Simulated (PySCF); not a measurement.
Consider Al$_{2}$F$_{4}$H$_{2}$S$_{2}$ ((F2Al-mu-SH)2).

Input file:

```
{"job": {"kind": "nmr", "xc": "PBE0", "basis": {"default": "pcSseg-1", "Al": "pcSseg-2"}}, "charge": 0, "multiplicity": 1}
Al    -1.125655    -0.590268    -0.890240
F     -1.915964    -1.943265    -0.346355
F     -1.488254     0.160346    -2.324364
S      1.168537    -1.052310    -0.788510
Al     1.148407     0.574833     0.894663
F      1.950502     1.926616     0.365039
F      1.495058    -0.189292     2.325668
S     -1.143380     1.047858     0.781851
H      1.025138    -2.093879     0.066465
H     -0.989718     2.082621    -0.079818
```

Run with:

```sh
OMP_NUM_THREADS=1 python probes_run.py task.json out
```

Geometry: PBE0-D3(BJ)/def2-SVP.

Theory: PBE0/pcSseg-1 Al:pcSseg-2, SCF density, gas phase, non-relativistic in PySCF.

> What will maps of the electron density and electron localisation function show?

Al–F (1.66 Å): the density is about 0.91 e/Å³ at the midpoint; the ELF peaks at about 0.85 in the valence shell of F, 0.5 Å from its nucleus, and is about 0.40 at the midpoint.

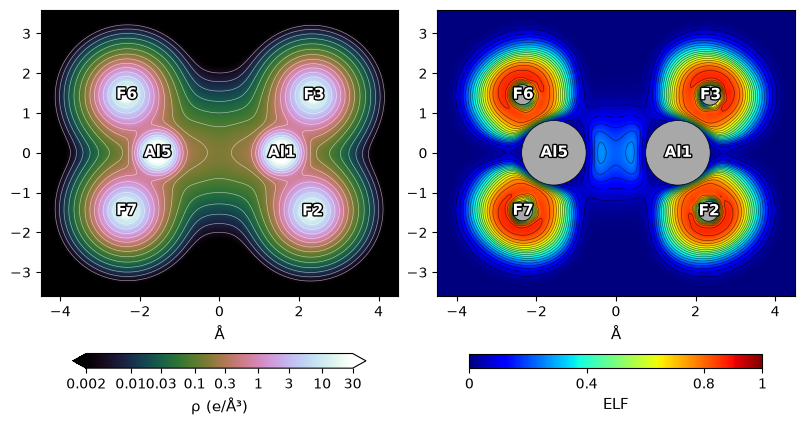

Computed electron density and electron localisation function on the plane of atoms F6, Al5 and F7, in this order. Grey discs cover the atomic cores in the ELF map. 
